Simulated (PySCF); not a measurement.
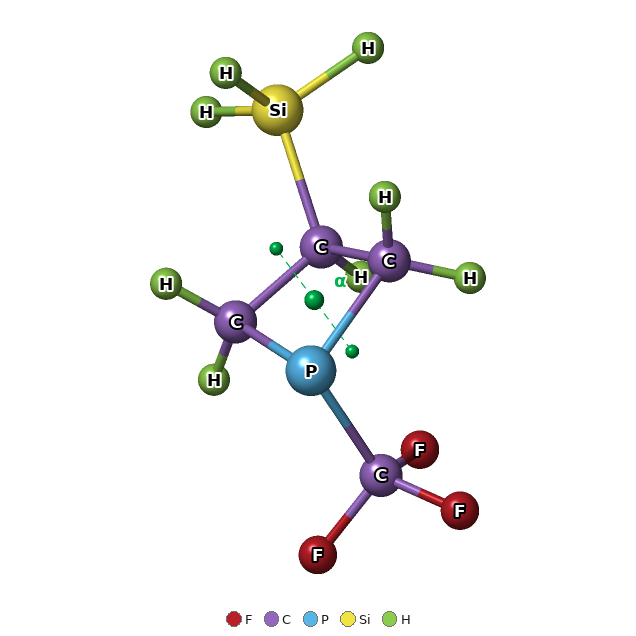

The small points mark where nucleus-independent chemical shifts (NICS) were computed: at the centre of each lettered ring and 1 Å above and below it. The geometry was computed by an optimisation with GFN2-xTB. No frequency run is at hand to confirm it as a minimum. Method: GIAO PBE0/pcSseg-1 NMR shielding, non-relativistic, gas phase (PySCF 2.14.0).

Give NICS(0), NICS(1) and the out-of-plane component NICS(1)zz for each ring (means of the two sides).

```json
{"ring": "α", "members": "C3P", "NICS(0)": "5.0", "NICS(1)": "1.6", "NICS(1)zz": "7.6"}
```

Values in ppm.

The geometry is semi-empirical. Around P, Si such bond lengths and angles can be off by a tenth of an ångström or more and by several degrees, and values that hang on the shape move with them.
